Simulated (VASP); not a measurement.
# MoPbO4 (Wulfenite) with r2SCAN: from relaxation to properties, part 3 of 5

Aim: relax MoPbO4 (Wulfenite), then compute properties on the relaxed cell. The start is a cell from a database of measured crystal structures.

VASP 6.6.1; r2SCAN; plane waves and PAW (Mo_sv, Pb_d, O).

So far, gap on the k-mesh (eV): step 2 (relaxing cell and atoms (r2SCAN)) 3.03.

## (5) Density of states (r2SCAN)

A density of states needs more k-points than a total energy; ISMEAR = -5 takes tetrahedra, and LORBIT projects the states on the PAW spheres. The mesh is finer than in the run before.

INCAR reads:

```
SYSTEM = MoPbO4
PREC = Accurate
ENCUT = 520
EDIFF = 1E-06
NELM = 100
ISMEAR = -5
SIGMA = 0.05
LREAL = .FALSE.
ALGO = Normal
METAGGA = R2SCAN
LASPH = .TRUE.
NBANDS = 80
LORBIT = 11
LWAVE = .FALSE.
LCHARG = .FALSE.
KPAR = 8
NEDOS = 2001
```

POSCAR reads:

```
MoPbO4
1.0
   -5.4603614014      0.0000001800      0.0000000000
    0.0000001800      5.4603614014      0.0000000000
    2.7301806107     -2.7301807907     -6.0222134900
Mo Pb O
2 2 8
Direct
    0.2500000000      0.7500000000      0.5000000000
    0.5000000000      0.5000000000      0.0000000000
    0.7500000000      0.2500000000      0.5000000000
    0.0000000000      0.0000000000      0.0000000000
    0.0980780785      0.6926512523      0.6631962779
    0.4426512523      0.8151181994      0.1631962779
    0.5651181994      0.9705450256      0.6631962779
    0.7205450256      0.3480780785      0.1631962779
    0.6519219215      0.5573487477      0.8368037221
    0.3073487477      0.4348818006      0.3368037221
    0.1848818006      0.2794549744      0.8368037221
    0.0294549744      0.9019219215      0.3368037221
```

KPOINTS reads:

```
Automatic mesh
0
Gamma
7 7 7
0 0 0
```

PAW data sets: Mo_sv, Pb_d and O (PBE family, release 64).

Command:

```bash
$ mpirun -np 8 vasp_std
```

The program printed:

```text
[... set-up lines as in an earlier step ...]
 entering main loop
       N       E                     dE             d eps       ncg     rms          rms(c)
DAV:   1     0.126007767027E+04    0.12601E+04   -0.51850E+04  8344   0.146E+03
DAV:   2    -0.894016667976E+02   -0.13495E+04   -0.12334E+04  9040   0.447E+02
DAV:   3    -0.281958016585E+03   -0.19256E+03   -0.18280E+03  9016   0.181E+02
DAV:   4    -0.292561042669E+03   -0.10603E+02   -0.10445E+02 10096   0.455E+01
DAV:   5    -0.292937547649E+03   -0.37650E+00   -0.37568E+00 10248   0.904E+00    0.906E+01
DAV:   6    -0.237208152855E+03    0.55729E+02   -0.54448E+01 10328   0.473E+01    0.114E+01
DAV:   7    -0.236786047616E+03    0.42211E+00   -0.10907E+01  9016   0.187E+01    0.163E+01
DAV:   8    -0.236281033126E+03    0.50501E+00   -0.95647E-01  9296   0.590E+00    0.549E+00
DAV:   9    -0.236368583304E+03   -0.87550E-01   -0.26222E-01  9312   0.261E+00    0.209E+00
DAV:  10    -0.236363053326E+03    0.55300E-02   -0.20450E-02  9752   0.866E-01    0.227E-01
DAV:  11    -0.236364659593E+03   -0.16063E-02   -0.25805E-03  9416   0.280E-01    0.200E-01
DAV:  12    -0.236364777933E+03   -0.11834E-03   -0.40972E-04 11016   0.893E-02    0.629E-02
DAV:  13    -0.236364776488E+03    0.14453E-05   -0.44805E-05 10464   0.414E-02    0.121E-02
DAV:  14    -0.236364778392E+03   -0.19039E-05   -0.67055E-06  8648   0.142E-02    0.222E-03
DAV:  15    -0.236364778562E+03   -0.17054E-06   -0.53059E-07  5416   0.394E-03
   1 F= -.23636478E+03 E0= -.23636478E+03  d E =0.000000E+00
```

The job ended after 6.5 min (8 MPI ranks of Intel Xeon Platinum 8488C (Sapphire Rapids), shared host; peak memory 6.1 GiB).

OUTCAR, selected parts (step 5):

```text
   k-points           NKPTS =     52   k-points in BZ     NKDIM =     52   number of bands    NBANDS=     80

   NELECT =     104.0000    total number of electrons

 E-fermi :   3.3196

 k-point     1 :       0.0000    0.0000    0.0000
  band No.  band energies     occupation
    ...
     48       2.0141      2.00000
     49       2.3616      2.00000
     50       2.4260      2.00000
     51       2.4260      2.00000
     52       2.5169      2.00000
     53       6.5766      0.00000
     54       6.9790      0.00000
     55       7.2661      0.00000
     56       7.4774      0.00000
     57       8.7334      0.00000
    ...

  Total        0.0031484      0.0031484      0.0788689      0.0000007     -0.0000000      0.0000000
  in kB        0.0280936      0.0280936      0.7037483      0.0000060     -0.0000000      0.0000000
  external PRESSURE =       0.2533118 kB  Pullay stress =       0.0000000 kB

 POSITION                                       TOTAL-FORCE (eV/Angst)
 -----------------------------------------------------------------------------------
      0.00000      2.73018     -3.01111         0.000000      0.000000     -0.000000
     -2.73018      2.73018      0.00000         0.000000      0.000000     -0.000000
     -2.73018      0.00000     -3.01111         0.000000      0.000000     -0.000000
      0.00000      0.00000      0.00000         0.000000      0.000000     -0.000000
      1.27510      1.97148     -3.99391        -0.001412     -0.004986     -0.001446
     -1.97148      4.00528     -0.98280         0.004986     -0.001412     -0.001446
     -1.27510      3.48888     -3.99391         0.001412      0.004986     -0.001446
     -3.48888      1.45508     -0.98280        -0.004986      0.001412     -0.001446
     -1.27510      0.75870     -5.03941         0.001412      0.004986      0.001446
     -0.75870      1.45508     -2.02830        -0.004986      0.001412      0.001446
      1.27510     -0.75870     -5.03941        -0.001412     -0.004986      0.001446
      0.75870      4.00528     -2.02830         0.004986     -0.001412      0.001446
 -----------------------------------------------------------------------------------
    total drift:                               -0.000000     -0.000000      0.000000

  FREE ENERGIE OF THE ION-ELECTRON SYSTEM (eV)
  ---------------------------------------------------
  free  energy   TOTEN  =      -236.3647785621 eV

  energy  without entropy=     -236.3647785621  energy(sigma->0) =     -236.36477856

[... 8 parts as in an earlier step ...]

[... 8 further parts left out ...]
```

Numbers from this step:

* irreducible k-points: 52
* Fermi energy: 3.320 eV
* pressure: 0.02533 GPa
* valence top at k: -0.4286, 0.2857, 0
* conduction bottom at k: -0.4286, 0, 0.1429
* least direct gap at k: -0.4286, 0, 0.1429
* gap on the k-mesh: 3.005 eV
* least direct gap on the k-mesh: 3.141 eV

The density of states has structure finer than the step of the table below, so its rows give means over 1 eV, whole bins alone (the curve runs from -12.0 to 5.11 eV). Peaks (eV: height): total -4.1: 19.7, -3.8: 15.2, -1.4: 17.5, 3.8: 14.9; O p -4.1: 9.27, -2.3: 7.38, -1.9: 8.58, -1.4: 11.7; Mo d -4.1: 6.12, 3.3: 3.54, 3.6: 7.37, 3.8: 8.44; Pb p -5.0: 0.268, 3.3: 0.470, 3.6: 0.624, 5.0: 1.33; Pb s -6.9: 5.67, -0.1: 1.02.

States under -12.0 eV and over 5.1 eV are left out. The density of states by energy, zero at the valence-band top; means over each step; 7 of 8 lines; values in states/eV/cell:

| energy (eV) | total | O p | Mo d | Pb p | Pb s | Mo p | Mo s |
| --- | --- | --- | --- | --- | --- | --- | --- |
| -8 | 0 | 0 | 0 | 0 | 0 | 0 | 0 |
| -7 | 4.00 | 0.767 | 0.311 | 0.00215 | 1.76 | 0.0222 | 0.0254 |
| -6 | 5.2e-4 | 2.3e-4 | 1.7e-4 | 1.4e-5 | 0 | 1.3e-6 | 0 |
| -5 | 7.26 | 3.19 | 2.07 | 0.151 | 0.0670 | 0.0216 | 0.0204 |
| -4 | 11.6 | 5.37 | 3.44 | 0.104 | 0.199 | 0.0590 | 0.0675 |
| -3 | 6.77 | 3.83 | 0.458 | 0.123 | 0.137 | 0.121 | 0.401 |
| -2 | 10.6 | 6.58 | 0.316 | 0.125 | 0.161 | 0.264 | 0.0638 |
| -1 | 10.1 | 6.70 | 0.204 | 0.0451 | 0.432 | 0.123 | 0.0613 |
| 0 | 1.65 | 0.922 | 0.0409 | 0.00594 | 0.337 | 0.0319 | 0.00249 |
| 1 | 0 | 0 | 0 | 0 | 0 | 0 | 0 |
| 2 | 0 | 0 | 0 | 0 | 0 | 0 | 0 |
| 3 | 1.93 | 0.303 | 1.09 | 0.141 | 0.00694 | 0.00171 | 0.00406 |
| 4 | 6.28 | 1.42 | 3.46 | 0.239 | 0.0349 | 0.0131 | 0.00673 |

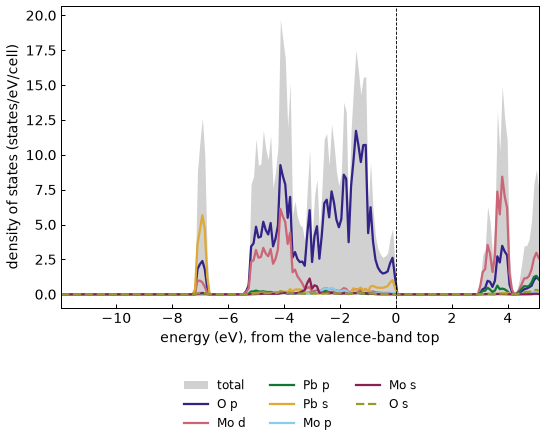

Density of states, plotted against energy.

The gap on this mesh is 3.00 eV. In the top eV of the valence band the largest shares in the PAW spheres are O p 61 % and Pb s 13 %; in the lowest eV of the conduction band, Mo d 56 % and O p 21 %. The rest lies in smaller channels or between the spheres.

## (6) Volume scan with r2SCAN

An equation of state needs energies on both sides of the minimum, all on one mesh and cutoff.

INCAR reads:

```
SYSTEM = MoPbO4
PREC = Accurate
ENCUT = 520
EDIFF = 1E-06
NELM = 100
ISMEAR = 0
SIGMA = 0.05
LREAL = .FALSE.
ALGO = Normal
METAGGA = R2SCAN
LASPH = .TRUE.
NBANDS = 64
LORBIT = 11
LWAVE = .FALSE.
LCHARG = .FALSE.
KPAR = 8
ISIF = 2
```

Changes to POSCAR since step 5:

```diff
@@ -2,5 +2,5 @@
 1.0
-   -5.4603614014      0.0000001800      0.0000000000
-    0.0000001800      5.4603614014      0.0000000000
-    2.7301806107     -2.7301807907     -6.0222134900
+   -5.3488941774      0.0000001763      0.0000000000
+    0.0000001763      5.3488941774      0.0000000000
+    2.6744470005     -2.6744471769     -5.8992766785
 Mo Pb O
```

KPOINTS reads:

```
Automatic mesh
0
Gamma
5 5 5
0 0 0
```

Command:

```bash
$ mpirun -np 8 vasp_std
```

The program printed:

```text
[... set-up lines as in an earlier step ...]
 entering main loop
       N       E                     dE             d eps       ncg     rms          rms(c)
DAV:   1     0.136957005958E+04    0.13696E+04   -0.54787E+04  2712   0.186E+03
DAV:   2    -0.536162529907E+02   -0.14232E+04   -0.13532E+04  2976   0.558E+02
DAV:   3    -0.277459655254E+03   -0.22384E+03   -0.21607E+03  3320   0.232E+02
DAV:   4    -0.291260100626E+03   -0.13800E+02   -0.13727E+02  3712   0.613E+01
DAV:   5    -0.291617878791E+03   -0.35778E+00   -0.35707E+00  3544   0.956E+00    0.102E+02
DAV:   6    -0.235908842603E+03    0.55709E+02   -0.90383E+01  3648   0.594E+01    0.106E+01
DAV:   7    -0.236161467667E+03   -0.25263E+00   -0.16896E+01  3088   0.219E+01    0.196E+01
DAV:   8    -0.235927557655E+03    0.23391E+00   -0.14805E+00  3568   0.756E+00    0.641E+00
DAV:   9    -0.235984880438E+03   -0.57323E-01   -0.22074E-01  3136   0.294E+00    0.201E+00
DAV:  10    -0.235982846065E+03    0.20344E-02   -0.20368E-02  3864   0.923E-01    0.267E-01
DAV:  11    -0.235984353351E+03   -0.15073E-02   -0.29783E-03  3856   0.361E-01    0.191E-01
DAV:  12    -0.235984420633E+03   -0.67282E-04   -0.48911E-04  3520   0.131E-01    0.976E-02
DAV:  13    -0.235984406798E+03    0.13835E-04   -0.62081E-05  3784   0.483E-02    0.121E-02
DAV:  14    -0.235984407833E+03   -0.10353E-05   -0.60935E-06  2968   0.129E-02    0.238E-03
DAV:  15    -0.235984408085E+03   -0.25164E-06   -0.72734E-07  1784   0.529E-03
   1 F= -.23598441E+03 E0= -.23598441E+03  d E =-.114200E-32
```

Run time: 2.4 min. Hardware: 8 MPI ranks; peak memory 3.6 GiB.

OUTCAR, selected parts (step 6):

```text
   ENCUT  =  520.0 eV  38.22 Ry    6.18 a.u.   9.95  9.95 13.03*2*pi/ulx,y,z

   NELECT =     104.0000    total number of electrons

 E-fermi :   4.5714

 k-point     1 :       0.0000    0.0000    0.0000
  band No.  band energies     occupation
    ...
     48       2.5886      2.00000
     49       2.9818      2.00000
     50       2.9818      2.00000
     51       3.0185      2.00000
     52       3.3650      2.00000
     53       7.4342      0.00000
     54       7.8897      0.00000
     55       8.2102      0.00000
     56       8.4967      0.00000
     57       9.7599      0.00000
    ...

  Total       12.2984834     12.2984834     11.5892290      0.0000003      0.0000000      0.0000000
  in kB      116.7442136    116.7442136    110.0115667      0.0000029      0.0000000      0.0000000
  external PRESSURE =     114.4999980 kB  Pullay stress =       0.0000000 kB

 POSITION                                       TOTAL-FORCE (eV/Angst)
 -----------------------------------------------------------------------------------
      0.00000      2.67445     -2.94964        -0.000000     -0.000000      0.000000
     -2.67445      2.67445      0.00000        -0.000000     -0.000000      0.000000
     -2.67445      0.00000     -2.94964        -0.000000     -0.000000      0.000000
      0.00000      0.00000      0.00000        -0.000000     -0.000000      0.000000
      1.24907      1.93123     -3.91238         1.057655     -0.665510     -0.865906
     -1.93123      3.92352     -0.96274         0.665510      1.057655     -0.865906
     -1.24907      3.41766     -3.91238        -1.057655      0.665510     -0.865906
     -3.41766      1.42537     -0.96274        -0.665510     -1.057655     -0.865906
     -1.24907      0.74321     -4.93654        -1.057655      0.665510      0.865906
     -0.74321      1.42537     -1.98690        -0.665510     -1.057655      0.865906
      1.24907     -0.74321     -4.93654         1.057655     -0.665510      0.865906
      0.74321      3.92352     -1.98690         0.665510      1.057655      0.865906
 -----------------------------------------------------------------------------------
    total drift:                               -0.000000     -0.000000      0.000000

  FREE ENERGIE OF THE ION-ELECTRON SYSTEM (eV)
  ---------------------------------------------------
  free  energy   TOTEN  =      -235.9844080848 eV

  energy  without entropy=     -235.9844080848  energy(sigma->0) =     -235.98440808

[... 5 parts as in an earlier step ...]

[... 11 further parts left out ...]
```

The scan keeps the cell's shape and the fractional positions fixed.

This step gave:

```yaml
bands: 64
irreducible_k_points: 21
free_energy_toten: -235.9844 eV
fermi_energy: 4.571 eV
pressure: 11.45 GPa
valence_top_at_k: -0.4, 0.4, 0
conduction_bottom_at_k: -0.4, 0, 0.2
least_direct_gap_at_k: -0.4, 0, 0.2
gap_on_the_k_mesh: 3.032 eV
least_direct_gap_on_the_k_mesh: 3.248 eV
```

Force by atom:

| atom | x (eV/Å) | y (eV/Å) | z (eV/Å) | size |
| --- | --- | --- | --- | --- |
| Mo1 | 0.00 | 0.00 | 0.00 | 0.00 |
| Mo2 | 0.00 | 0.00 | 0.00 | 0.00 |
| Pb3 | 0.00 | 0.00 | 0.00 | 0.00 |
| Pb4 | 0.00 | 0.00 | 0.00 | 0.00 |
| O5 | 1.06 | -0.67 | -0.87 | 1.52 |
| O6 | 0.67 | 1.06 | -0.87 | 1.52 |
| O7 | -1.06 | 0.67 | -0.87 | 1.52 |
| O8 | -0.67 | -1.06 | -0.87 | 1.52 |
| O9 | -1.06 | 0.67 | 0.87 | 1.52 |
| O10 | -0.67 | -1.06 | 0.87 | 1.52 |
| O11 | 1.06 | -0.67 | 0.87 | 1.52 |
| O12 | 0.67 | 1.06 | 0.87 | 1.52 |

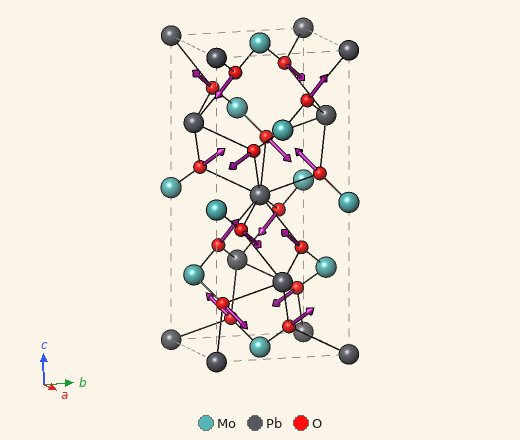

Force as arrows, the longest 1.52 eV/Å. Some periodic images of atoms are drawn too.

The pressure here is 11.45 GPa.

## (7) Volume scan with r2SCAN (run 2)

INCAR is that of step 6.

Changes to POSCAR since step 6:

```diff
@@ -2,5 +2,5 @@
 1.0
-   -5.3488941774      0.0000001763      0.0000000000
-    0.0000001763      5.3488941774      0.0000000000
-    2.6744470005     -2.6744471769     -5.8992766785
+   -5.3865636873      0.0000001776      0.0000000000
+    0.0000001776      5.3865636873      0.0000000000
+    2.6932817549     -2.6932819325     -5.9408222493
 Mo Pb O
```

KPOINTS is that of step 6.

Command:

```bash
$ mpirun -np 8 vasp_std
```

The program printed:

```text
[... set-up lines as in an earlier step ...]
 entering main loop
       N       E                     dE             d eps       ncg     rms          rms(c)
DAV:   1     0.136421509686E+04    0.13642E+04   -0.54819E+04  2688   0.184E+03
DAV:   2    -0.573177381387E+02   -0.14215E+04   -0.13533E+04  2984   0.554E+02
DAV:   3    -0.278688012145E+03   -0.22137E+03   -0.21462E+03  3320   0.231E+02
DAV:   4    -0.291768776549E+03   -0.13081E+02   -0.13010E+02  3688   0.598E+01
DAV:   5    -0.292139173743E+03   -0.37040E+00   -0.36953E+00  3520   0.951E+00    0.979E+01
DAV:   6    -0.236235200735E+03    0.55904E+02   -0.92840E+01  3664   0.592E+01    0.107E+01
DAV:   7    -0.236415908119E+03   -0.18071E+00   -0.17975E+01  3080   0.224E+01    0.189E+01
DAV:   8    -0.236134583431E+03    0.28132E+00   -0.16499E+00  3640   0.789E+00    0.605E+00
DAV:   9    -0.236198878475E+03   -0.64295E-01   -0.24554E-01  3040   0.302E+00    0.201E+00
DAV:  10    -0.236196473530E+03    0.24049E-02   -0.23565E-02  3864   0.100E+00    0.293E-01
DAV:  11    -0.236198124967E+03   -0.16514E-02   -0.32566E-03  3728   0.379E-01    0.179E-01
DAV:  12    -0.236198187982E+03   -0.63015E-04   -0.51899E-04  3512   0.136E-01    0.860E-02
DAV:  13    -0.236198171916E+03    0.16066E-04   -0.67784E-05  3832   0.499E-02    0.109E-02
DAV:  14    -0.236198172959E+03   -0.10432E-05   -0.69902E-06  2976   0.135E-02    0.244E-03
DAV:  15    -0.236198173250E+03   -0.29091E-06   -0.70468E-07  1792   0.525E-03
   1 F= -.23619817E+03 E0= -.23619817E+03  d E =-.383694E-22
```

Wall time 2.2 min (8 MPI ranks); peak memory 3.6 GiB.

From OUTCAR (step 7):

```text
   ENCUT  =  520.0 eV  38.22 Ry    6.18 a.u.  10.02 10.02 13.12*2*pi/ulx,y,z

   NELECT =     104.0000    total number of electrons

 E-fermi :   4.1924

 k-point     1 :       0.0000    0.0000    0.0000
  band No.  band energies     occupation
    ...
     48       2.3978      2.00000
     49       2.7874      2.00000
     50       2.7879      2.00000
     51       2.7879      2.00000
     52       3.0594      2.00000
     53       7.1371      0.00000
     54       7.5738      0.00000
     55       7.8827      0.00000
     56       8.1420      0.00000
     57       9.4038      0.00000
    ...

  Total        7.9285983      7.9285983      7.4957144      0.0000004      0.0000000     -0.0000000
  in kB       73.6947994     73.6947994     69.6712268      0.0000038      0.0000000     -0.0000000
  external PRESSURE =      72.3536085 kB  Pullay stress =       0.0000000 kB

 POSITION                                       TOTAL-FORCE (eV/Angst)
 -----------------------------------------------------------------------------------
      0.00000      2.69328     -2.97041         0.000000      0.000000      0.000000
     -2.69328      2.69328      0.00000         0.000000      0.000000      0.000000
     -2.69328      0.00000     -2.97041         0.000000      0.000000      0.000000
      0.00000      0.00000      0.00000         0.000000      0.000000      0.000000
      1.25787      1.94484     -3.93993         0.678810     -0.428909     -0.556444
     -1.94484      3.95115     -0.96952         0.428909      0.678810     -0.556444
     -1.25787      3.44173     -3.93993        -0.678810      0.428909     -0.556444
     -3.44173      1.43541     -0.96952        -0.428909     -0.678810     -0.556444
     -1.25787      0.74845     -4.97130        -0.678810      0.428909      0.556444
     -0.74845      1.43541     -2.00089        -0.428909     -0.678810      0.556444
      1.25787     -0.74845     -4.97130         0.678810     -0.428909      0.556444
      0.74845      3.95115     -2.00089         0.428909      0.678810      0.556444
 -----------------------------------------------------------------------------------
    total drift:                               -0.000000      0.000000      0.000000

  FREE ENERGIE OF THE ION-ELECTRON SYSTEM (eV)
  ---------------------------------------------------
  free  energy   TOTEN  =      -236.1981732502 eV

  energy  without entropy=     -236.1981732502  energy(sigma->0) =     -236.19817325

[... 4 parts as in an earlier step ...]

[... 12 further parts left out ...]
```

Numbers from this step:

| Quantity | Value |
| --- | --- |
| free energy (TOTEN) | -236.1982 eV |
| Fermi energy | 4.192 eV |
| pressure | 7.235 GPa |
| gap on the k-mesh | 3.034 eV |
| least direct gap on the k-mesh | 3.230 eV |

Force by atom:

| atom | x (eV/Å) | y (eV/Å) | z (eV/Å) | size |
| --- | --- | --- | --- | --- |
| Mo1 | 0.000 | 0.000 | 0.000 | 0.000 |
| Mo2 | 0.000 | 0.000 | 0.000 | 0.000 |
| Pb3 | 0.000 | 0.000 | 0.000 | 0.000 |
| Pb4 | 0.000 | 0.000 | 0.000 | 0.000 |
| O5 | 0.679 | -0.429 | -0.556 | 0.977 |
| O6 | 0.429 | 0.679 | -0.556 | 0.977 |
| O7 | -0.679 | 0.429 | -0.556 | 0.977 |
| O8 | -0.429 | -0.679 | -0.556 | 0.977 |
| O9 | -0.679 | 0.429 | 0.556 | 0.977 |
| O10 | -0.429 | -0.679 | 0.556 | 0.977 |
| O11 | 0.679 | -0.429 | 0.556 | 0.977 |
| O12 | 0.429 | 0.679 | 0.556 | 0.977 |

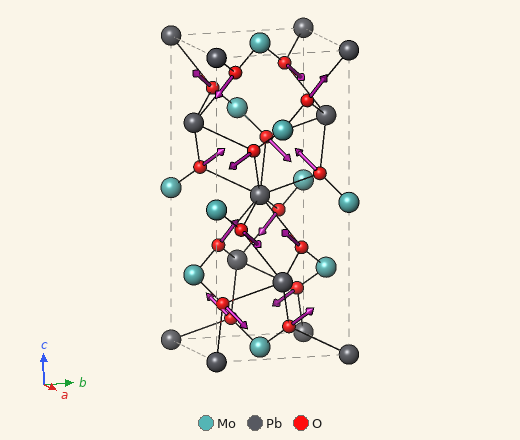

Force as arrows, the longest 0.977 eV/Å. Some periodic images of atoms are drawn too.

The pressure falls from 11.45 to 7.24 GPa.

(Part 3 of 5 ends here.)

[Lines on the potential files, build, host, timing and source positions are cut from VASP's logs without a mark.]

[Logs are printed without paths, hosts, clocks, repeated set-up lines and the standing remarks that a program may print on its own settings, such as how far it seeks lower states.]

[Hosts, paths, dates, database ids (printed as entryN), source tags and the programs' standing remarks are cut or masked in the printed files.]

[A measured line is paired with the nearest computed mode of its activity, which favours agreement.]
